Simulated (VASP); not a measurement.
Band structure of RuAl (relaxed from the NiAs type structure, space group P6_3/mmc). Level of theory: PBEsol GGA, VASP's PBE PAW potentials (set 64) (plane waves; VASP).

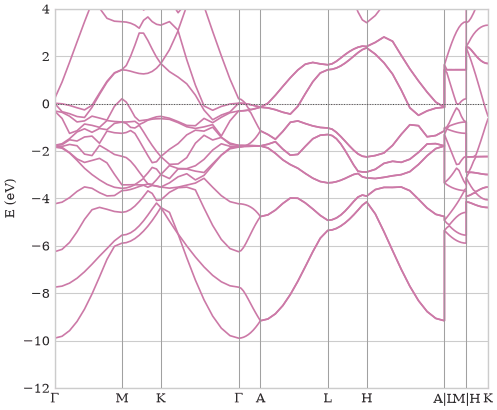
Bands along high-symmetry lines, zero at the valence-band maximum or, without a gap, the Fermi level

Read the plot: is there a gap, and where are the band edges?

It has no gap at this level: it comes out as a metal or semimetal. (Edges off the drawn lines would not show.)

The structure was generated: RuAl was put into the NiAs type type (P6_3/mmc), which need not be its known phase. It was relaxed first, which changed the volume by -41 %.
